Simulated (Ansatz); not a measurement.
ClFH$_{4}$W···HCl

Input file:

```
crystal:
  periodic: [false, false, false]
  atoms:
    - { symbol: W, position_ang: [-0.037284, -0.059381, -0.120359] }
    - { symbol: F, position_ang: [0.197496, 0.177568, 1.734708] }
    - { symbol: H, position_ang: [1.197542, -1.170494, 0.401703] }
    - { symbol: H, position_ang: [-1.159278, 1.161334, 0.388087] }
    - { symbol: H, position_ang: [-1.681627, -0.441693, -0.192928] }
    - { symbol: H, position_ang: [-0.444163, -1.694202, -0.23909] }
    - { symbol: Cl, position_ang: [0.611548, 0.639611, -2.142488] }
    - { symbol: Cl, position_ang: [2.32282, 2.410126, 0.972456] }
    - { symbol: H, position_ang: [1.634946, 1.729431, 1.895711] }
basis:
  gaussian: { orbitals: def2-SVP }
hamiltonian:
  xc: pbe
relax:
  f_tol: 0.03
  max_steps: 50
output:
  orbitals: {}
```

Command:

```sh
ansatz run input.yaml --threads 2 --pin off --max-ram 3072MiB --backend cpu --events-out ev --progress --plain --runs-dir out
```

The fields are those of the run's last geometry, not of the input's.

Core potentials replace the inner electrons of W.

Computed with RKS PBE/def2-SVP in Ansatz 0.2.0.

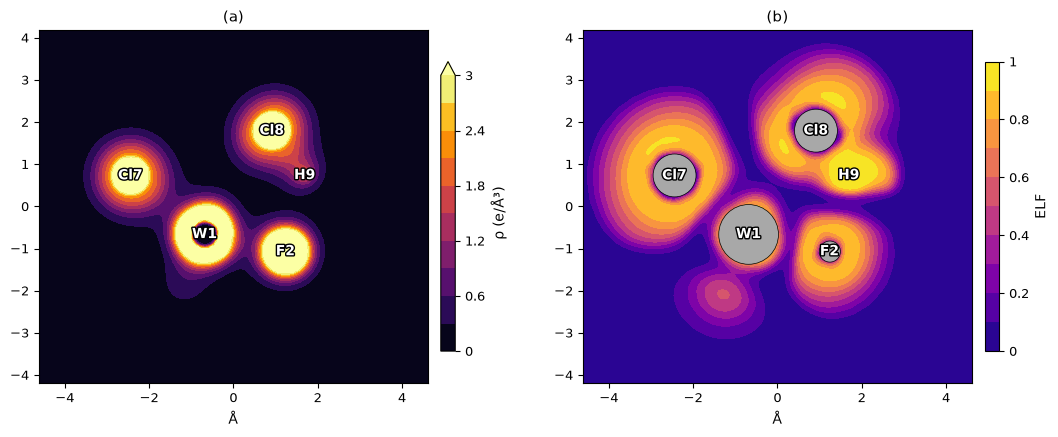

Figure 1. (a) electron density; (b) electron localisation function on the plane of atoms F2, W1 and Cl7. Grey discs cover the atomic cores in the ELF map.

Q: Read the bonding off the picture.

A: Atoms in the plane: W, F, Cl and H. W1···Cl8 (2.94 Å): the density falls to about 0.17 e/Å³ on the way; the ELF dips to about 0.10 between them. W–F (1.97 Å): ρ is about 0.85 e/Å³ halfway; the ELF peaks at about 0.80 in the valence shell of F, 0.6 Å from its nucleus, and drops to about 0.20 between the two atoms. W–Cl (2.24 Å): ρ is about 0.72 e/Å³ halfway; the ELF peaks at about 0.85 in the valence shell of Cl, 0.8 Å from its nucleus, and is about 0.35 at the midpoint. Cl–H (1.32 Å): the density is about 1.9 e/Å³ at the midpoint; the ELF climbs to about 1 towards the hydrogen, as it does in any bond to H; a covalent bond by its length. The ELF also peaks beside Cl8, away from the bonds: lone-pair regions.

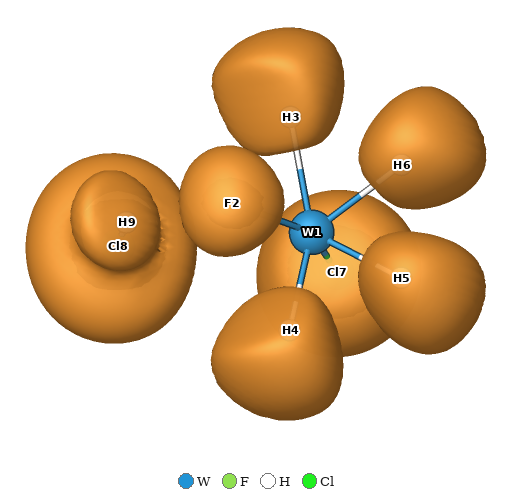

Figure 2. Isosurface of the electron localisation function at 0.75 (orange), seen from one side. Core shells and regions of very low density are left out.

Q: Where are the electrons localised?

A: At this value the surface marks out four regions around hydrogen nuclei, one region wrapped around Cl (its valence shell), one region wrapped around F (its valence shell) and one joined region spread over several atoms (Cl, H), in which their bonds and any lone pairs are merged.

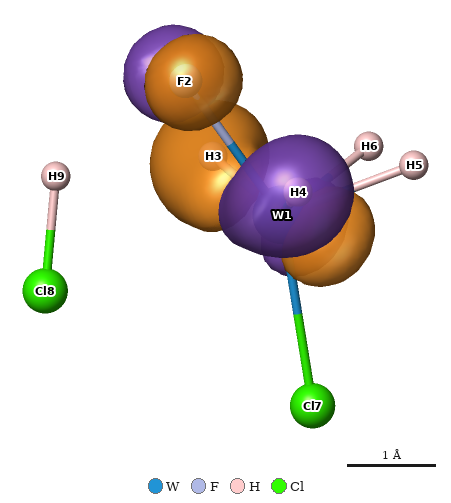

Figure 3. The HOMO at ±0.2 Å⁻³ᐟ² (orange and purple are the two phases), seen at a tilt.

Q: Describe this orbital and give its energy.

A: It lies mainly on W1 (about 35 %), F2 (about 25 %), H3 (about 20 %) and H4 (about 20 %). Its energy is −6.15 eV.

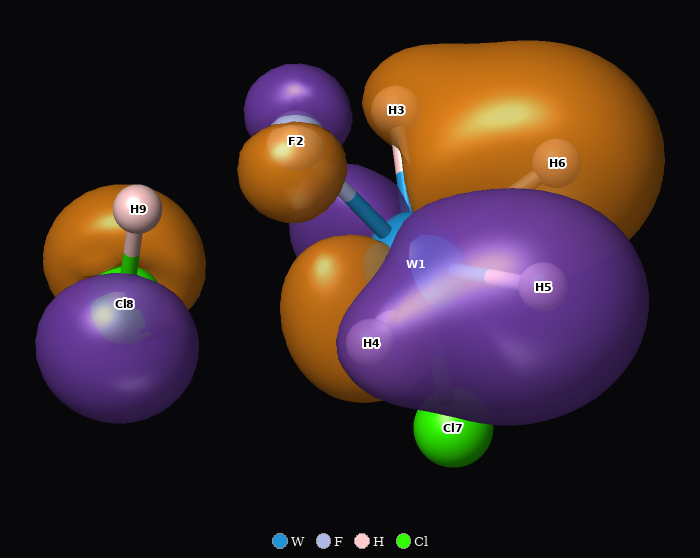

Figure 4. The HOMO−1 at ±0.08 Å⁻³ᐟ² (orange and purple are the two phases), seen at an oblique angle.

Q: Describe this orbital and give its energy.

A: It lies mainly on W1 (about 45 %), H5 (about 20 %), H6 (about 20 %) and Cl8 (about 10 %). Its energy is −8.00 eV.
